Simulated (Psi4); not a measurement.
## Single-point calculation of Si$_{2}$N$_{2}$H$_{8}$

- system: Si$_{2}$N$_{2}$H$_{8}$, SMILES N[SiH](N)[SiH3]
- method: r2SCAN/def2-TZVP, RKS (Psi4 1.11)

The geometry comes from this level: PBE0-D4/def2-TZVP.

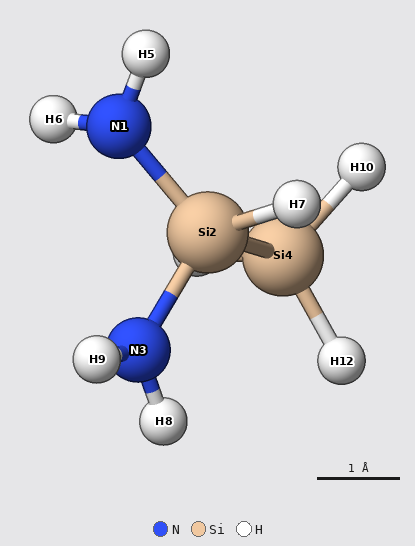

Figure 1. The structure (ball-and-stick view, seen at a tilt; atoms are numbered from 1 in the order of the input).

## Results in brief

| quantity | value |
| --- | --- |
| outcome | converged |
| total energy | −693.303465 hartree |
| basis functions | 184 |
| HOMO | −5.90 eV |
| LUMO | −0.21 eV |
| dipole moment | 1.28 D |
| hardware | 1 thread of Intel Xeon @ 2.90GHz (Ice Lake), 16 GiB of memory available, shared host |
| wall time | 74 s |
| peak memory | 1.2 GiB |

## Input (calc.py)
```python
import psi4

psi4.set_memory(1600000000)
psi4.set_num_threads(1)
psi4.core.set_output_file('h8n2si2.out', False)

molecule = psi4.geometry("""
0 1
N     -1.122800     1.487600    -0.413400
Si     0.286800     0.547200    -0.137500
N      0.683700     0.675300     1.525600
Si     0.086800    -1.760100    -0.551800
H     -1.265300     1.929800    -1.306100
H     -1.994800     1.264100     0.038100
H      1.269200     1.121900    -1.108400
H      1.228300    -0.034600     1.986200
H      0.804500     1.579000     1.955400
H     -0.020900    -2.020700    -2.014900
H     -1.135100    -2.312400     0.100200
H      1.256600    -2.532300    -0.039300
symmetry c1
""")

options = {'basis': 'def2-TZVP', 'scf_type': 'df'}
psi4.set_options(options)

e, wfn = psi4.energy("r2scan", return_wfn=True)
print('E =', round(e, 9))
```

Run as:
```bash
python calc.py
```

## Output
```
=> Loading Basis Set <=

    Name: DEF2-TZVP
    Role: ORBITAL
    Keyword: BASIS

         ---------------------------------------------------------
                                   SCF
                              RKS Reference
                        1 Threads,   1525 MiB Core
         ---------------------------------------------------------

  ==> Geometry <==

    Molecular point group: c1
    Full point group: C1

    Geometry (in Angstrom), charge = 0, multiplicity = 1:

       Center              X                  Y                   Z               Mass
    ------------   -----------------  -----------------  -----------------  -----------------
         N           -1.171125573941     1.538229205048    -0.368822701971    14.003074004430
         SI           0.238474426059     0.597829205048    -0.092922701971    27.976926534650
         N            0.635374426059     0.725929205048     1.570177298029    14.003074004430
         SI           0.038474426059    -1.709470794952    -0.507222701971    27.976926534650
         H           -1.313625573941     1.980429205048    -1.261522701971     1.007825032230
         H           -2.043125573941     1.314729205048     0.082677298029     1.007825032230
         H            1.220874426059     1.172529205048    -1.063822701971     1.007825032230
         H            1.179974426059     0.016029205048     2.030777298029     1.007825032230
         H            0.756174426059     1.629629205048     1.999977298029     1.007825032230
         H           -0.069225573941    -1.970070794952    -1.970322701971     1.007825032230
         H           -1.183425573941    -2.261770794952     0.144777298029     1.007825032230
         H            1.208274426059    -2.481670794952     0.005277298029     1.007825032230

  Running in c1 symmetry.

  Rotational constants: A =      0.19630  B =      0.09169  C =      0.07025 [cm^-1]
  Rotational constants: A =   5884.91464  B =   2748.83416  C =   2106.05598 [MHz]
  Nuclear repulsion =  225.986670808339227

  Charge       = 0
  Multiplicity = 1
  Electrons    = 50
  Nalpha       = 25
  Nbeta        = 25

  ==> Algorithm <==

  SCF Algorithm Type is DF.
  DIIS enabled.
  MOM disabled.
  Fractional occupation disabled.
  Guess Type is SAD.
  Energy threshold   = 1.00e-06
  Density threshold  = 1.00e-06
  Integral threshold = 1.00e-12

  ==> Primary Basis <==

  Basis Set: DEF2-TZVP
    Blend: DEF2-TZVP
    Number of shells: 80
    Number of basis functions: 184
    Number of Cartesian functions: 204
    Spherical Harmonics?: true
    Max angular momentum: 3

  ==> DFT Potential <==

   => LibXC <=

    Version 7.1.2

   => Composite Functional: R2SCAN <=

    r2SCAN Meta-GGA XC Functional  (0.1021/acs.jpclett.0c02405)

    Deriv               =              1
    GGA                 =           TRUE
    Meta                =           TRUE

    Exchange Hybrid     =          FALSE
    MP2 Hybrid          =          FALSE

   => Exchange Functionals <=

    1.0000   XC_MGGA_X_R2SCAN

   => Correlation Functionals <=

    1.0000   XC_MGGA_C_R2SCAN

   => LibXC Density Thresholds  <==

    XC_MGGA_C_R2SCAN:  1.00E-15
    XC_MGGA_X_R2SCAN:  1.00E-11

   => Molecular Quadrature <=

    Radial Scheme          =       TREUTLER
    Pruning Scheme         =           NONE
    Nuclear Scheme         =       TREUTLER

    Blocking Scheme        =         OCTREE
    BS radius alpha        =              1
    Pruning alpha          =              1
    Radial Points          =             75
    Spherical Points       =            302
    Total Points           =         258437
    Total Blocks           =           1963
    Max Points             =            255
    Max Functions          =            180
    Weights Tolerance      =       1.00E-15

   => Loading Basis Set <=

    Name: (DEF2-TZVP AUX)
    Role: JKFIT
    Keyword: DF_BASIS_SCF

  ==> Integral Setup <==

  DFHelper Memory: AOs need 0.143 GiB; user supplied 0.143 GiB.
  SCF_SUBTYPE=INCORE selected. In-core MEM_DF algorithm will be used.
  Using in-core AOs.

  ==> MemDFJK: Density-Fitted J/K Matrices <==

    J tasked:                   Yes
    K tasked:                    No
    wK tasked:                   No
    Memory [MiB]:               146
    Algorithm:                 Core
    Schwarz Cutoff:           1E-12
    Mask sparsity (%):       4.3006
    Fitting Condition:        1E-10

   => Auxiliary Basis Set <=

  Basis Set: (DEF2-TZVP AUX)
    Blend: DEF2-UNIVERSAL-JKFIT
    Number of shells: 174
    Number of basis functions: 554
    Number of Cartesian functions: 656
    Spherical Harmonics?: true
    Max angular momentum: 4

  Cached 33.4% of DFT collocation blocks in 0.805 [GiB].

  Minimum eigenvalue in the overlap matrix is 1.0428147555E-03.
  Reciprocal condition number of the overlap matrix is 1.5811037488E-04.
    Using symmetric orthogonalization.

  ==> Pre-Iterations <==

  SCF Guess: Superposition of Atomic Densities via on-the-fly atomic UHF (no occupation information).

   -------------------------
    Irrep   Nso     Nmo
   -------------------------
     A        184     184
   -------------------------
    Total     184     184
   -------------------------

  ==> Iterations <==

                           Total Energy        Delta E     RMS |[F,P]|

   @DF-RKS iter SAD:  -692.64416113988352   -6.92644e+02   0.00000e+00
   @DF-RKS iter   1:  -692.67979507499808   -3.56339e-02   6.80806e-03 DIIS/ADIIS
   @DF-RKS iter   2:  -691.21697218837926    1.46282e+00   1.05578e-02 DIIS/ADIIS
   @DF-RKS iter   3:  -693.25909653747328   -2.04212e+00   1.42468e-03 DIIS/ADIIS
   @DF-RKS iter   4:  -693.29815104625618   -3.90545e-02   5.29315e-04 DIIS/ADIIS
   @DF-RKS iter   5:  -693.30290353448288   -4.75249e-03   1.82713e-04 DIIS/ADIIS
   @DF-RKS iter   6:  -693.30335021156816   -4.46677e-04   8.81017e-05 DIIS
   @DF-RKS iter   7:  -693.30346144595376   -1.11234e-04   1.31071e-05 DIIS
   @DF-RKS iter   8:  -693.30346446714009   -3.02119e-06   5.23634e-06 DIIS
   @DF-RKS iter   9:  -693.30346503521605   -5.68076e-07   8.01861e-07 DIIS
  Energy and wave function converged.

  ==> Post-Iterations <==

   Electrons on quadrature grid:
      Ntotal   =   49.9999804828 ; deviation = -1.952e-05

    Orbital Energies [Eh]
    ---------------------

    Doubly Occupied:

       1A    -65.821020     2A    -65.795795     3A    -14.137256
       4A    -14.136766     5A     -5.196368     6A     -5.177866
       7A     -3.537811     8A     -3.537590     9A     -3.537055
      10A     -3.518821    11A     -3.518762    12A     -3.518002
      13A     -0.821872    14A     -0.802167    15A     -0.516664
      16A     -0.474674    17A     -0.461172    18A     -0.453876
      19A     -0.381462    20A     -0.343035    21A     -0.314748
      22A     -0.310271    23A     -0.281104    24A     -0.236407
      25A     -0.216666

    Virtual:

      26A     -0.007768    27A     -0.000725    28A      0.035944
      29A      0.045950    30A      0.061434    31A      0.065360
      32A      0.079396    33A      0.095372    34A      0.104062
      35A      0.111759    36A      0.134471    37A      0.170428
      38A      0.180637    39A      0.187600    40A      0.201313
      41A      0.216516    42A      0.247238    43A      0.261422
      44A      0.265252    45A      0.299368    46A      0.314917
      47A      0.320597    48A      0.343110    49A      0.349176
      50A      0.355304    51A      0.376849    52A      0.395740
      53A      0.413463    54A      0.434020    55A      0.451868
      56A      0.471100    57A      0.483959    58A      0.492212
      59A      0.503760    60A      0.509346    61A      0.516740
      62A      0.533799    63A      0.551985    64A      0.572632
      65A      0.597704    66A      0.605251    67A      0.648038
      68A      0.672248    69A      0.707479    70A      0.715861
      71A      0.876659    72A      0.892076    73A      0.905023
      74A      0.914195    75A      0.956538    76A      0.965878
      77A      0.994834    78A      1.016540    79A      1.017406
      80A      1.037266    81A      1.074248    82A      1.080512
      83A      1.097875    84A      1.108853    85A      1.125151
      86A      1.129991    87A      1.168314    88A      1.193274
      89A      1.209261    90A      1.229995    91A      1.250998
      92A      1.267871    93A      1.310903    94A      1.355284
      95A      1.370419    96A      1.396356    97A      1.403559
      98A      1.415599    99A      1.495894   100A      1.525935
     101A      1.542385   102A      1.564262   103A      1.576327
     104A      1.602373   105A      1.626685   106A      1.666139
     107A      1.674353   108A      1.705248   109A      1.750247
     110A      1.765362   111A      1.788067   112A      1.878120
     113A      1.918083   114A      1.923035   115A      1.931464
     116A      1.962330   117A      1.966964   118A      1.984635
     119A      1.993187   120A      2.022204   121A      2.031284
     122A      2.043507   123A      2.054395   124A      2.093214
     125A      2.146738   126A      2.154725   127A      2.279061
     128A      2.324714   129A      2.329759   130A      2.387720
     131A      2.404262   132A      2.415786   133A      2.464091
     134A      2.473912   135A      2.488287   136A      2.536022
     137A      2.601006   138A      2.635736   139A      2.673293
     140A      2.707301   141A      2.756544   142A      2.785468
     143A      2.900378   144A      2.911537   145A      2.973688
     146A      3.005726   147A      3.192206   148A      3.323835
     149A      3.347674   150A      3.404913   151A      4.143437
     152A      4.182572   153A      4.220203   154A      4.246749
     155A      4.361547   156A      4.394266   157A      4.410089
     158A      4.450738   159A      4.514536   160A      4.587545
     161A      4.758348   162A      4.772686   163A      4.795296
     164A      4.895263   165A      4.917374   166A      4.970465
     167A      5.105848   168A      5.127651   169A      5.133425
     170A      5.144326   171A      5.438321   172A      5.471851
     173A      5.849778   174A      5.854885   175A      6.202568
     176A      6.210852   177A      6.292082   178A      6.396087
     179A      6.553454   180A      6.792329   181A     10.611381
     182A     11.517592   183A     31.742410   184A     31.792535

    Final Occupation by Irrep:
              A
    DOCC [    25 ]
    NA   [    25 ]
    NB   [    25 ]

  @DF-RKS Final Energy:  -693.30346503521605

   => Energetics <=

    Nuclear Repulsion Energy =            225.9866708083392268
    One-Electron Energy =               -1406.9024812814732286
    Two-Electron Energy =                 546.2587170580029579
    DFT Exchange-Correlation Energy =     -58.6463716200849419
    Empirical Dispersion Energy =           0.0000000000000000
    VV10 Nonlocal Energy =                  0.0000000000000000
    Total Energy =                       -693.3034650352160497

Computation Completed

Properties will be evaluated at   0.000000,   0.000000,   0.000000 [a0]

Properties computed using the SCF density matrix

 Multipole Moments:

 ------------------------------------------------------------------------------------
     Multipole            Electronic (a.u.)      Nuclear  (a.u.)        Total (a.u.)
 ------------------------------------------------------------------------------------

 L = 1.  Multiply by 2.5417464519 to convert [e a0] to [Debye]
 Dipole X            :          0.0809429           -0.2212467           -0.1403037
 Dipole Y            :          1.0151416           -0.5934491            0.4216925
 Dipole Z            :          0.2834895           -0.0467426            0.2367470
 Magnitude           :                                                    0.5035462

 ------------------------------------------------------------------------------------

	total time  =         71 seconds =       1.18 minutes
```

## Standard output
```
E = -693.303465035
```

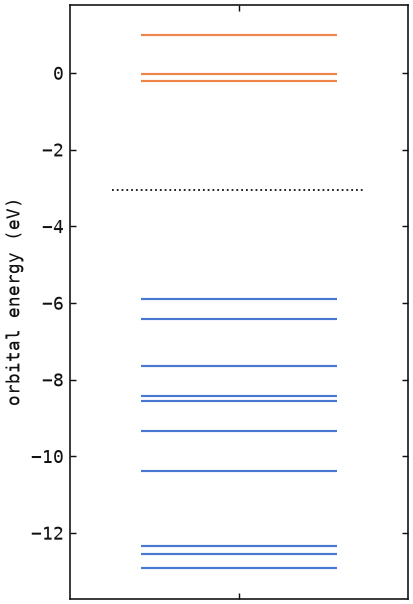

Figure 2. Orbital energies near the frontier; the dotted line parts filled from empty levels, and levels within 0.02 eV of each other stand side by side. Highest filled −5.90 eV, lowest empty −0.21 eV, 5.69 eV apart.
